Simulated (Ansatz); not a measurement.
# Lattice dynamics of Pt2SeS (built on the sites of a database entry of PtS), part 2 of 3

Wanted: phonon frequencies of Pt2SeS (built on the sites of a database entry of PtS) and what follows from them.

Ansatz 0.2.0; DFT LDA, scalar-relativistic, plane waves, PAW.

So far. Step 4 (Tight relaxation): The largest force component left is 0.24 meV/Å and the pressure is -0.004 GPa, within the tolerances set. The cell now holds 19.33 Å³/atom. The relaxed cell has a = 3.527, c = 6.214 Å (conventional setting).

The structure was built from a prototype and need not be the compound's stable phase.

## 5. Linear response at the zone centre

The zone centre comes first: it holds the modes that light can see, as far as symmetry allows. The response to a homogeneous field gives the Born charges and the dielectric tensor.

The input, input.yaml:

```yaml
crystal:
  lattice:
    - [3.527125041, 0.0, 0.0]
    - [0.0, 3.527125041, 0.0]
    - [0.0, 0.0, 6.2144618652]
  atoms:
    - { symbol: Pt, position: [0.0, 0.5, 0.0109327239] }
    - { symbol: Pt, position: [0.5, 0.0, 0.4890672761] }
    - { symbol: S, position: [0.0, 0.0, 0.25] }
    - { symbol: Se, position: [0.0, 0.0, 0.75] }
kpoints:
  mp_grid: { grid: [8, 8, 6] }
hamiltonian:
  xc: lda
scf:
  occupations: { method: fixed }
output:
  eigenvalues: true
phonons:
  method: dfpt
  dielectric: true
  rigid_motions: translations
```

On the command line:

```
ansatz run input.yaml --threads 8 --pin off --max-ram 14336MiB --backend cpu --events-out ev --progress --plain --runs-dir out
```

Numbers of over 12 decimals in the logs are rounded to 6 here.

The program printed:

```text
[...]
Crystal: 4 atoms, lattice volume = 77.312 Å³
Basis set: ecut = 420 eV, 1513 PW (Γ), exchange–correlation on 48×48×96 points (8 copies of the dense FFT grid, shifted against one another)
Bands: 35, of which v1, the nominal top of the filled ones, is band 29 counted from 1 (28 counted from 0)
Symmetry: 8 space group operations
k-points: 196 of 384 (irreducible under 1 space group operation, time reversal used)
[...]
SCF iter   1: F=—  HF=-30744.150960 eV  |F-HF|=—  |Δ(HF+E_count)|=         —  Δρ=7.42e-3  dr2=4.71e-2  ethr=1.77e-3  ⟨swp⟩=5.0  Hψ=23783  notcnv=0  defer=762
[...]
SCF iter  10: F=-30744.140586 eV  HF=-30744.140586 eV  |F-HF|=7.28e-12  |Δ(HF+E_count)|=  3.64e-12  Δρ=1.59e-7  dr2=2.77e-11  ethr=1.00e-12  ⟨swp⟩=11.2  Hψ=38040  notcnv=0
SCF 1 converged in 10 iterations: F = -30744.140586 eV  dr2 = 2.77e-11
[...]
NSCF: frozen V_eff on 53 k-points
DFPT response loops at Γ: preconditioner auto → Resta (q_TF=auto, 2.601 Å⁻¹)  ε∞=14.8 (no band partly filled); β = 1.00, the filter's whole step (`scf.mixing.beta` (0.50) is not read by the response loops at its default; to damp them type it under 1.00, their step now; it binds the ground state too); Broyden in place of MSR1
── the response to a field inside a basis, on 16×16×10 k-points: an SCF that follows is theirs, and a resumed run solves both again ──
Bands: 30, of which v1, the nominal top of the filled ones, is band 29 counted from 1 (28 counted from 0)
k-points: 180 of 2560 (time reversal used)
[...]
Eigensolver: Dense (180 Hₖ)
SCF iter   1: F=—  HF=-30744.117243 eV  |F-HF|=—  |Δ(HF+E_count)|=         —  Δρ=2.63e-4  dr2=1.36e-5  ethr=1.00e-1
[...]
SCF iter   4: F=-30744.117242 eV  HF=-30744.117242 eV  |F-HF|=2.04e-8  |Δ(HF+E_count)|=   1.63e-8  Δρ=7.03e-6  dr2=5.16e-8  ethr=6.09e-10
SCF 1 converged in 4 iterations: F = -30744.117242 eV  dr2 = 5.16e-8
[...]
WARN: field response: inside a basis, on 16×16×10 points, no mesh in reach settles it: take ε∞, Z* and everything formed from them with what they may err, as stated (eps_inf_uncertainty, zstar_uncertainty_e), and compare with field_mesh: kpoints on a denser kpoints.mp_grid
WARN: field response: ε∞ stands inside a basis, on 16×16×10 points; the force constants stand on the 8×8×6 k-mesh, whose period is 9.38 times the interband length at k = (-0.5000, -0.5000, 0.0000), direct gap 0.272 eV, under 14: take them and everything formed from them as unconverged, and compare with a denser kpoints.mp_grid
SCF converged after 10 iterations
Free energy (F): -30744.140586 eV
[...]
Internal energy: -30744.140586 eV  (E = F + TS)
E sigma→0 (E₀):  -30744.140586 eV
Fermi energy:    12.556466 eV
[...]
--- Band table (eV; the first three rows and the last of 196) ---
  k-point 0: bands = [... 25 lower, 10.5099, 10.5166, 10.7778, 11.6238, 16.0258, 16.2791, 16.2791, 17.7187, ... 2 higher]
  k-point 1: bands = [... 25 lower, 10.7620, 11.1259, 11.1259, 11.3381, 15.7924, 15.7924, 16.4893, 17.8699, ... 2 higher]
  k-point 2: bands = [... 25 lower, 10.7225, 10.8819, 11.9566, 11.9566, 14.8544, 14.8544, 17.4262, 18.2024, ... 2 higher]
  k-point 195: bands = [... 25 lower, 11.6100, 11.6100, 12.3648, 12.3648, 13.7912, 14.7959, 15.6165, 15.9005, ... 2 higher]
--- Phonons (Γ-DFPT): 7 representative perturbations + reference, on 196 of 384 k-points (Σ response iterations 22) ---
  k mesh reduced under 1 symmetry operation, with k and −k counted as one. Each operation leaves every solved perturbation unchanged. A smaller set is not considered because the run solves the response to a homogeneous field
  ASR residual: 8.196e-5 → 0.000e0 eV/Å²; symmetrization residual: 8.877e-6 eV/Å²
  ASR residual per site (eV/Å²): 8.20e-5 8.20e-5 3.28e-5 1.26e-5
  Γ frequencies (cm⁻¹): 0.00 0.00 0.00 99.72 99.72 166.64 233.47 233.47 292.33 370.45 370.45 442.69
  ε∞ (high-frequency dielectric tensor):
       13.780449     0.000000     0.000000
        0.000000    13.780449     0.000000
        0.000000     0.000000    21.670596
  ε⁰ (static dielectric tensor: ions relaxed, cell fixed):
       15.992220     0.000000    -0.000000
        0.000000    15.992220    -0.000000
       -0.000000    -0.000000    21.982903
  ε⁰ − ε∞ (ionic part):
        2.211771     0.000000    -0.000000
        0.000000     2.211771    -0.000000
       -0.000000    -0.000000     0.312307
  softest optical mode at Γ: 99.72 cm⁻¹; the repairs (sum rule, projections) moved no ω² at Γ by more than (1.09 cm⁻¹)²
  Born effective charges Z* (e; rows j = field, columns β = displacement):
    site 0:
        -2.28276    0.00000    0.00000
         0.00000    0.35455    0.00000
        -0.00000    0.00000   -1.04773
    site 1:
         0.35455    0.00000   -0.00000
         0.00000   -2.28276    0.00000
        -0.00000    0.00000   -1.04773
    site 2:
         0.77180    0.00000    0.00000
         0.00000    0.77180    0.00000
         0.00000    0.00000    1.25464
    site 3:
         1.15641    0.00000    0.00000
         0.00000    1.15641    0.00000
        -0.00000    0.00000    0.84081
  Z* charge neutrality: 3.736e-3 e pre-enforcement
  solved inside a basis spanned on kpoints, on 16×16×10 k-points, which do not settle them: ε∞ is read to err by 3.1e-1, Z* by 3.6e-2 e (field_mesh: kpoints solves on kpoints); Z* is corrected for what the basis lacks
  optical modes at Γ without the LO–TO term, one row a degenerate level:
      ω (cm⁻¹)  modes    IR ((D/Å)²/amu)
         99.72      2             1.4704
        166.64      1             0.0000
        233.47      2             0.1843
        292.33      1             0.4791
        370.45      2             1.2462
        442.69      1             1.1199
  optical modes at Γ + LO–TO along q̂ = [1.0000, 0.0000, 0.0000]:
      ω (cm⁻¹)  modes    IR ((D/Å)²/amu)
         99.72      1             0.7352
        106.75      1             0.7146
        166.64      1             0.0000
        233.47      1             0.0921
        233.87      1             0.0955
        292.33      1             0.4791
        370.45      1             0.6231
        372.16      1             0.6404
        442.69      1             1.1199
  optical modes at Γ + LO–TO along q̂ = [0.0000, 1.0000, 0.0000]:
      ω (cm⁻¹)  modes    IR ((D/Å)²/amu)
         99.72      1             0.7352
        106.75      1             0.7146
        166.64      1             0.0000
        233.47      1             0.0921
        233.87      1             0.0955
        292.33      1             0.4791
        370.45      1             0.6231
        372.16      1             0.6404
        442.69      1             1.1199
  optical modes at Γ + LO–TO along q̂ = [0.0000, 0.0000, 1.0000]:
      ω (cm⁻¹)  modes    IR ((D/Å)²/amu)
         99.72      2             1.4704
        166.64      1             0.0000
        233.47      2             0.1843
        293.35      1             0.4668
        370.45      2             1.2462
        444.30      1             1.1321
```

Elapsed: 65 s, on 8 threads of Intel Xeon Platinum 8488C (Sapphire Rapids), shared host; peak memory 2.3 GiB.

Numbers from this step:

* sum-rule residual before enforcement: 8.20e-5 eV/Å²
* miss of the charge sum rule: 0.003736 e
* estimated error of the dielectric tensor: 0.3109
* estimated error of the Born charges: 0.03587 e
* point group: -42m
* highest optical mode at the zone centre (no LO-TO term): 442.7 cm⁻¹
* lowest optical zone-centre mode: 99.72 cm⁻¹
* mean high-frequency dielectric constant: 16.41
* largest Born charge (third of the trace): 1.051 e
* mean static dielectric constant: 17.99
* top of the zone-centre spectrum with the field: 444.3 cm⁻¹

Without the LO-TO term. Patterns of degenerate modes are one choice out of their space. The modes at Γ (shares of kinetic energy by element, %):

| mode | frequency (cm⁻¹) | symmetry | Pt % | S % | Se % |
| --- | --- | --- | --- | --- | --- |
| 1 | 0.0 | acoustic | 78 | 6 | 16 |
| 2 | 0.0 | acoustic | 78 | 6 | 16 |
| 3 | 0.0 | acoustic | 78 | 6 | 16 |
| 4 | 99.7 | E | 95 | 1 | 4 |
| 5 | 99.7 | E | 95 | 1 | 4 |
| 6 | 166.6 | A1 | 100 | 0 | 0 |
| 7 | 233.5 | E | 11 | 14 | 74 |
| 8 | 233.5 | E | 11 | 14 | 74 |
| 9 | 292.3 | B2 | 18 | 0 | 82 |
| 10 | 370.4 | E | 16 | 79 | 6 |
| 11 | 370.4 | E | 16 | 79 | 6 |
| 12 | 442.7 | B2 | 4 | 93 | 3 |

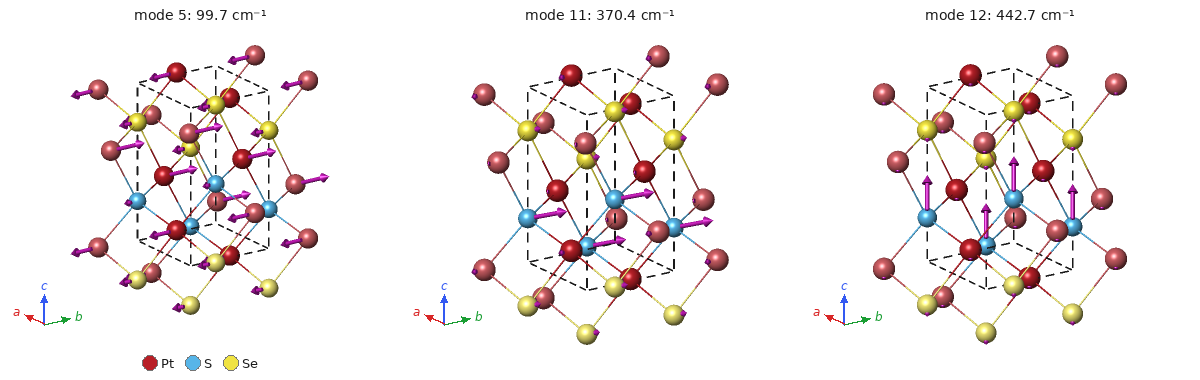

Displacement patterns of modes 5, 11 and 12 at Γ; arrows are exaggerated. Some periodic images of atoms are drawn too.

High-frequency dielectric tensor, which the program warns is not settled by the k meshes in reach. Tensor:

```
       x      y      z
x  13.78      0      0
y      0  13.78      0
z      0      0  21.67
```

Static dielectric tensor, which the program warns is not settled by the k meshes in reach. Tensor:

```csv
,x,y,z
x,15.99,0,0
y,0,15.99,0
z,0,0,21.98
```

Optical modes at the zone centre, without and with the macroscopic field of the longitudinal modes; each column is sorted by frequency, so a row need not hold one and the same mode. Modes with and without the field, by row:

```
rank among optical modes  no field (cm⁻¹)  q along (1, 0, 0) (cm⁻¹)  q along (0, 0, 1) (cm⁻¹)
                       1             99.7                      99.7                      99.7
                       2             99.7                     106.8                      99.7
                       3            166.6                     166.6                     166.6
                       4            233.5                     233.5                     233.5
                       5            233.5                     233.9                     233.5
                       6            292.3                     292.3                     293.4
                       7            370.4                     370.4                     370.4
                       8            370.4                     372.2                     370.4
                       9            442.7                     442.7                     444.3
```

Born charge (rows field, columns displacement) (e), principal values of the symmetric part by kind of site:

| atom | atoms with these values | low | middle | high | mean |
| --- | --- | --- | --- | --- | --- |
| Pt1 | 2 | -2.28 | -1.05 | 0.35 | -0.99 |
| S3 | 1 | 0.77 | 0.77 | 1.25 | 0.93 |
| Se4 | 1 | 0.84 | 1.16 | 1.16 | 1.05 |

In full for S3:

```
0.77 0.00 0.00
0.00 0.77 0.00
0.00 0.00 1.25
```

Transverse modes. Infrared lines, with heights relative to the strongest:

```csv
position (cm⁻¹),label,relative intensity
100,E,100
167,A1,0.0
234,E,13
292,B2,33
370,E,85
443,B2,76
```

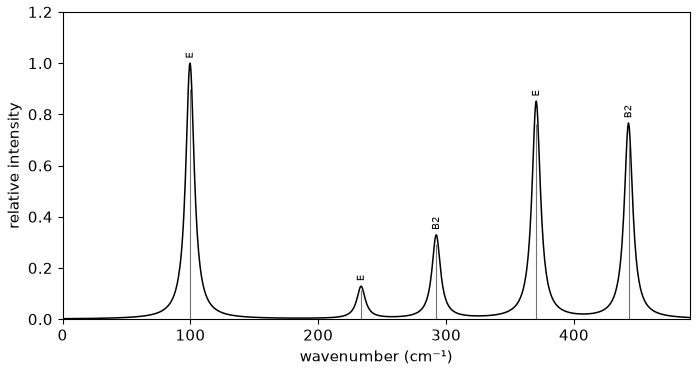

The infrared spectrum, broadened with Lorentzians of width 8 cm⁻¹; bars mark the lines.

Before it was imposed, the acoustic sum rule was missed by 8.2e-5 eV/Å² and the charge sum rule by 0.0037 e. Small misses are needed for a sound result but don't prove that mesh and cutoff are converged. The lowest optical mode is real, 99.7 cm⁻¹.

The log warns of the k mesh: “the force constants stand on the 8×8×6 k-mesh, whose period is 9.38 times the interband length at k = (-0.5000, -0.5000, 0.0000), direct gap 0.272 eV, under 14: take them and everything formed from them as unconverged”.

(Continued in part 3 of 3.)

[Logs are printed without paths, hosts, clocks, repeated set-up lines and the standing remarks that a program may print on its own settings, such as how far it seeks lower states.]

[Hosts, paths, dates, database ids (printed as entryN), source tags and the programs' standing remarks are cut or masked in the printed files.]
